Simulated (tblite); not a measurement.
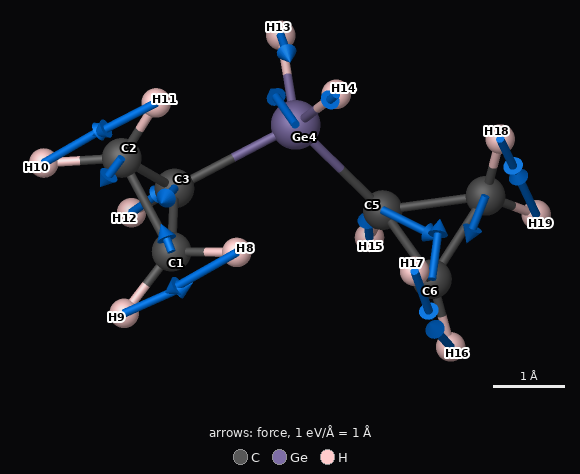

Starting geometry of C$_{6}$H$_{12}$Ge with the computed forces as blue arrows. The picture is a ball-and-stick view, seen at a tilt.

Theory: GFN2-xTB geometry optimisation, gas phase in tblite 0.8.0. 

**What follows when this structure is relaxed?**

It isn't relaxed: the largest force vector, on an H atom, is 1.33 eV/Å. The final displacements follow the starting forces only in part (cosine between the two patterns 0.55). The atom that moves furthest after the best rigid fit is an H atom (0.18 Å). By element the largest moves are H 0.18 Å, C 0.07 Å, Ge 0.06 Å. Some distances before and after: Ge–H 1.569 → 1.509 Å, C–H 1.116 → 1.081 Å, Ge–H 1.542 → 1.507 Å, C–C 1.528 → 1.502 Å. Among the angles between lasting bonds that change: H–C–H 123.3° → 113.6°, H–C–H 121.9° → 113.6°, Ge–C–H 122.6° → 115.4°. After 38 geometry steps the energy has fallen by 11.6 kcal/mol. The run took 0.45 s on 1 thread of Arm Neoverse N1 (shared host).
